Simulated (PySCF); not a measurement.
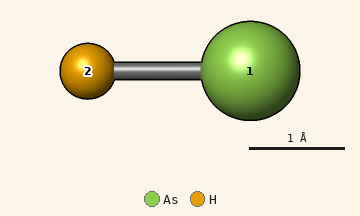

*The starting structure (ball-and-stick view, seen on its broad side; atoms are numbered from 1 in the order of the input).*

Bond lengths as drawn: As–H 1.72 Å.

AsH: geometry relaxation (part 1 of 2)

- system: AsH, multiplicity 3
- method: ROKS-olyp/lanl2dz, optimize (PySCF 2.14.0)

Figures and captions count atoms from 1; the log counts them from 0 in places.

**What the program printed**
```
PySCF version 2.14.0

[INPUT] verbose = 4
[INPUT] num. atoms = 2
[INPUT] num. electrons = 6
[INPUT] charge = 0
[INPUT] spin (= nelec alpha-beta = 2S) = 2
[INPUT] symmetry True subgroup None
[INPUT] Mole.unit = angstrom
[INPUT] Symbol           X                Y                Z      unit          X                Y                Z       unit  Magmom
[INPUT]  1 As     0.000000000000   0.000000000000   0.000000000000 AA    0.000000000000   0.000000000000   0.000000000000 Bohr   0.0
[INPUT]  2 H      0.000000000000   0.000000000000   1.719000000000 AA    0.000000000000   0.000000000000   3.248439208127 Bohr   0.0

nuclear repulsion = 1.53920072984293
point group symmetry = Coov
symmetry origin: [0.         0.         0.09554233]
symmetry axis x: [1. 0. 0.]
symmetry axis y: [0. 1. 0.]
symmetry axis z: [0. 0. 1.]
num. orbitals of irrep A1 = 6
num. orbitals of irrep E1x = 2
num. orbitals of irrep E1y = 2
number of shells = 6
number of NR pGTOs = 16
number of NR cGTOs = 10
basis = lanl2dz
ecp = {'As': 'lanl2dz'}

******** <class 'pyscf.df.df_jk.DFSymAdaptedROKS'> ********
method = DFSymAdaptedROKS
initial guess = minao
damping factor = 0
level_shift factor = 0
DIIS = <class 'pyscf.scf.diis.CDIIS'>
diis_start_cycle = 1
diis_space = 8
diis_damp = 0
SCF conv_tol = 1e-09
SCF conv_tol_grad = None
SCF max_cycles = 50
direct_scf = False
num. doubly occ = 2  num. singly occ = 2
XC library pyscf.dft.libxc version 7.0.0
    S. Lehtola, C. Steigemann, M. J.T. Oliveira, and M. A.L. Marques.,  SoftwareX 7, 1–5 (2018)
XC functionals = olyp
    N. C. Handy and A. J. Cohen.,  Mol. Phys. 99, 403 (2001)
    C. Lee, W. Yang, and R. G. Parr.,  Phys. Rev. B 37, 785 (1988)
    B. Miehlich, A. Savin, H. Stoll, and H. Preuss.,  Chem. Phys. Lett. 157, 200 (1989)
radial grids:
    Treutler-Ahlrichs [JCP 102, 346 (1995); DOI:10.1063/1.469408] (M4) radial grids

becke partition: Becke, JCP 88, 2547 (1988); DOI:10.1063/1.454033
pruning grids: <function nwchem_prune>
grids dens level: 3
symmetrized grids: True
atomic radii adjust function: <function treutler_atomic_radii_adjust>
User specified grid scheme (99, 590)
small_rho_cutoff = 0
Freeze 0 electrons in irreps []
    6 free electrons in irreps A1 E1x E1y
Set gradient conv threshold to 3.16228e-05
tot grids = 61576
init E= 4.69983268445823
HOMO (E1y) = -0.0146704880071348  LUMO (A1) = 0.101518474484168
cycle= 1 E= -6.48731112652385  delta_E= -11.2  |g|= 0.437  |ddm|= 2.33
HOMO (E1y) = -0.300382458616364  LUMO (A1) = -0.0229966506201419
cycle= 2 E= -6.52774858449959  delta_E= -0.0404  |g|= 0.414  |ddm|= 1.19
HOMO (E1y) = -0.18998830768902  LUMO (A1) = -0.0322422842574708
cycle= 3 E= -6.65184563823582  delta_E= -0.124  |g|= 0.0608  |ddm|= 0.57
HOMO (E1y) = -0.174766626286789  LUMO (A1) = -0.0124753663230679
cycle= 4 E= -6.65422461954577  delta_E= -0.00238  |g|= 0.00407  |ddm|= 0.107
HOMO (E1y) = -0.17315881445037  LUMO (A1) = -0.0116169912442052
cycle= 5 E= -6.65423756766835  delta_E= -1.29e-05  |g|= 0.000133  |ddm|= 0.00685
HOMO (E1y) = -0.173015993192021  LUMO (A1) = -0.011535232921538
cycle= 6 E= -6.65423758164914  delta_E= -1.4e-08  |g|= 1.24e-05  |ddm|= 0.000295
HOMO (E1y) = -0.173019558908082  LUMO (A1) = -0.0115389629808446
cycle= 7 E= -6.65423758175172  delta_E= -1.03e-10  |g|= 2.06e-06  |ddm|= 1.93e-05
HOMO (E1y) = -0.173019119464068  LUMO (A1) = -0.0115390698868243
Extra cycle  E= -6.65423758174947  delta_E= 2.24e-12  |g|= 2.86e-06  |ddm|= 6.73e-06
converged SCF energy = -6.65423758174947
Create scanner for <class 'pyscf.df.grad.roks.Gradients'>
Create scanner for <class 'pyscf.df.df_jk.DFSymAdaptedROKS'>
input.py

Current date and time:

#|     Arguments passed to driver run_optimizer():      |#
customengine              <pyscf.geomopt.geometric_solver.PySCFEngine object>
logIni                    [file]
maxiter                   30
----------------------------------------------------------
Custom engine selected.
Bonds will be generated from interatomic distances less than 1.20 times sum of covalent radii
6 internal coordinates being used (instead of 6 Cartesians)
Internal coordinate system (atoms numbered from 1):
Distance 1-2
Translation-X 1-2
Translation-Y 1-2
Translation-Z 1-2
Rotation-A 1-2
Rotation-B 1-2
Rotation-C 1-2
<class 'geometric.internal.Distance'> : 1
<class 'geometric.internal.TranslationX'> : 1
<class 'geometric.internal.TranslationY'> : 1
<class 'geometric.internal.TranslationZ'> : 1
<class 'geometric.internal.RotationA'> : 1
<class 'geometric.internal.RotationB'> : 1
<class 'geometric.internal.RotationC'> : 1
> ===== Optimization Info: ====
> Job type: Energy minimization
> Maximum number of optimization cycles: 30
> Initial / maximum trust radius (Angstrom): 0.100 / 0.300
> Convergence Criteria:
> Will converge when all 5 criteria are reached:
>  |Delta-E| < 1.00e-06
>  RMS-Grad  < 3.00e-04
>  Max-Grad  < 4.50e-04
>  RMS-Disp  < 1.20e-03
>  Max-Disp  < 1.80e-03
> === End Optimization Info ===

Geometry optimization cycle 1
Cartesian coordinates (Angstrom)
 Atom        New coordinates             dX        dY        dZ
  As   0.000000   0.000000   0.000000    0.000000  0.000000  0.000000
   H   0.000000   0.000000   1.719000    0.000000  0.000000  0.000000

WARN: Mole.unit (angstrom) is changed to Bohr

New geometry
   1 As     0.000000000000   0.000000000000   0.000000000000 AA    0.000000000000   0.000000000000   0.000000000000 Bohr
   2 H      0.000000000000   0.000000000000   1.719000000000 AA    0.000000000000   0.000000000000   3.248439208127 Bohr

******** <class 'pyscf.scf.hf.DFSymAdaptedROKS_Scanner'> ********
method = DFSymAdaptedROKS_Scanner
initial guess = minao
damping factor = 0
level_shift factor = 0
DIIS = <class 'pyscf.scf.diis.CDIIS'>
diis_start_cycle = 1
diis_space = 8
diis_damp = 0
SCF conv_tol = 1e-09
SCF conv_tol_grad = None
SCF max_cycles = 50
direct_scf = False
num. doubly occ = 2  num. singly occ = 2
XC library pyscf.dft.libxc version 7.0.0
    S. Lehtola, C. Steigemann, M. J.T. Oliveira, and M. A.L. Marques.,  SoftwareX 7, 1–5 (2018)
XC functionals = olyp
    N. C. Handy and A. J. Cohen.,  Mol. Phys. 99, 403 (2001)
    C. Lee, W. Yang, and R. G. Parr.,  Phys. Rev. B 37, 785 (1988)
    B. Miehlich, A. Savin, H. Stoll, and H. Preuss.,  Chem. Phys. Lett. 157, 200 (1989)
radial grids:
    Treutler-Ahlrichs [JCP 102, 346 (1995); DOI:10.1063/1.469408] (M4) radial grids

becke partition: Becke, JCP 88, 2547 (1988); DOI:10.1063/1.454033
pruning grids: <function nwchem_prune>
grids dens level: 3
symmetrized grids: True
atomic radii adjust function: <function treutler_atomic_radii_adjust>
User specified grid scheme (99, 590)
small_rho_cutoff = 0
Freeze 0 electrons in irreps []
    6 free electrons in irreps A1 E1x E1y
Set gradient conv threshold to 3.16228e-05
tot grids = 61576
init E= -6.65423758174947
HOMO (E1y) = -0.17301975482371  LUMO (A1) = -0.0115386592286155
cycle= 1 E= -6.65423758174521  delta_E= 4.26e-12  |g|= 3.87e-06  |ddm|= 8.64e-06
HOMO (E1y) = -0.173018824690453  LUMO (A1) = -0.0115391719313893
Extra cycle  E= -6.65423758173742  delta_E= 7.79e-12  |g|= 5.24e-06  |ddm|= 1.16e-05
converged SCF energy = -6.65423758173742

******** <class 'pyscf.grad.rhf.Gradients_Scanner'> for <class 'pyscf.scf.hf.DFSymAdaptedROKS_Scanner'> ********
unit = Eh/Bohr
grid_response = True
--------------- DFSymAdaptedROKS_Scanner gradients ---------------
         x                y                z
0 As     0.0000000000     0.0000000000    -0.0306231593
1 H     0.0000000000     0.0000000000     0.0306231593
----------------------------------------------
cycle 1: E = -6.65423758174  dE = -6.65424  norm(grad) = 0.0433077
Step    0 : Gradient = 3.062e-02/3.062e-02 (rms/max) Energy = -6.6542375817
Hessian Eigenvalues: 5.00000e-02 5.00000e-02 5.00000e-02 ... 5.00000e-02 5.00000e-02 9.99851e-02

Geometry optimization cycle 2
Cartesian coordinates (Angstrom)
 Atom        New coordinates             dX        dY        dZ
  As   0.000000   0.000000   0.081037    0.000000  0.000000  0.081037
   H   0.000000   0.000000   1.637963    0.000000  0.000000 -0.081037
New geometry
   1 As     0.000000000000   0.000000000000   0.081037483464 AA    0.000000000000   0.000000000000   0.153138649571 Bohr
   2 H      0.000000000000   0.000000000000   1.637962516536 AA    0.000000000000   0.000000000000   3.095300558556 Bohr

******** <class 'pyscf.scf.hf.DFSymAdaptedROKS_Scanner'> ********
method = DFSymAdaptedROKS_Scanner
initial guess = minao
damping factor = 0
level_shift factor = 0
DIIS = <class 'pyscf.scf.diis.CDIIS'>
diis_start_cycle = 1
diis_space = 8
diis_damp = 0
SCF conv_tol = 1e-09
SCF conv_tol_grad = None
SCF max_cycles = 50
direct_scf = False
num. doubly occ = 2  num. singly occ = 2
XC library pyscf.dft.libxc version 7.0.0
    S. Lehtola, C. Steigemann, M. J.T. Oliveira, and M. A.L. Marques.,  SoftwareX 7, 1–5 (2018)
XC functionals = olyp
    N. C. Handy and A. J. Cohen.,  Mol. Phys. 99, 403 (2001)
    C. Lee, W. Yang, and R. G. Parr.,  Phys. Rev. B 37, 785 (1988)
    B. Miehlich, A. Savin, H. Stoll, and H. Preuss.,  Chem. Phys. Lett. 157, 200 (1989)
radial grids:
    Treutler-Ahlrichs [JCP 102, 346 (1995); DOI:10.1063/1.469408] (M4) radial grids

becke partition: Becke, JCP 88, 2547 (1988); DOI:10.1063/1.454033
pruning grids: <function nwchem_prune>
grids dens level: 3
symmetrized grids: True
atomic radii adjust function: <function treutler_atomic_radii_adjust>
User specified grid scheme (99, 590)
small_rho_cutoff = 0
Freeze 0 electrons in irreps []
    6 free electrons in irreps A1 E1x E1y
Set gradient conv threshold to 3.16228e-05
tot grids = 61576
init E= -6.68470079777349
HOMO (E1y) = -0.158943121891812  LUMO (A1) = 0.0409586264326672
cycle= 1 E= -6.65786345337739  delta_E= 0.0268  |g|= 0.0381  |ddm|= 0.0826
HOMO (E1y) = -0.170152152732694  LUMO (A1) = 0.0210070911003997
cycle= 2 E= -6.65790397927559  delta_E= -4.05e-05  |g|= 0.0391  |ddm|= 0.131
HOMO (E1y) = -0.172423196467482  LUMO (A1) = 0.0244070017172436
cycle= 3 E= -6.65880520754675  delta_E= -0.000901  |g|= 0.00214  |ddm|= 0.0601
HOMO (E1y) = -0.171304343906311  LUMO (A1) = 0.024967292668891
cycle= 4 E= -6.65880820648938  delta_E= -3e-06  |g|= 4.38e-05  |ddm|= 0.00337
HOMO (E1y) = -0.171342641866236  LUMO (A1) = 0.0249343008564216
cycle= 5 E= -6.65880820788916  delta_E= -1.4e-09  |g|= 5.29e-06  |ddm|= 8.93e-05
HOMO (E1y) = -0.171339351290835  LUMO (A1) = 0.0249371343267152
cycle= 6 E= -6.65880820790895  delta_E= -1.98e-11  |g|= 1.87e-07  |ddm|= 9.34e-06
HOMO (E1y) = -0.171339311965873  LUMO (A1) = 0.0249372002715527
Extra cycle  E= -6.65880820790896  delta_E= -5.33e-15  |g|= 1.92e-07  |ddm|= 6.81e-07
converged SCF energy = -6.65880820790896

******** <class 'pyscf.grad.rhf.Gradients_Scanner'> for <class 'pyscf.scf.hf.DFSymAdaptedROKS_Scanner'> ********
unit = Eh/Bohr
grid_response = True
--------------- DFSymAdaptedROKS_Scanner gradients ---------------
         x                y                z
0 As     0.0000000000     0.0000000000     0.0051424541
1 H     0.0000000000     0.0000000000    -0.0051424541
----------------------------------------------
cycle 2: E = -6.65880820791  dE = -0.00457063  norm(grad) = 0.00727253
Step    1 : Displace = 8.104e-02/8.104e-02 (rms/max) Trust = 1.000e-01 (=) Grad = 5.142e-03/5.142e-03 (rms/max) E (change) = -6.6588082079 (-4.571e-03) Quality = 0.975
Hessian Eigenvalues: 5.00000e-02 5.00000e-02 5.00000e-02 ... 5.00000e-02 5.00000e-02 1.16775e-01

Geometry optimization cycle 3
Cartesian coordinates (Angstrom)
 Atom        New coordinates             dX        dY        dZ
  As   0.000000   0.000000   0.069386    0.000000  0.000000 -0.011652
   H   0.000000   0.000000   1.649614    0.000000  0.000000  0.011652
New geometry
   1 As     0.000000000000   0.000000000000   0.069385745984 AA    0.000000000000   0.000000000000   0.131120056858 Bohr
   2 H      0.000000000000   0.000000000000   1.649614254016 AA    0.000000000000   0.000000000000   3.117319151269 Bohr
```
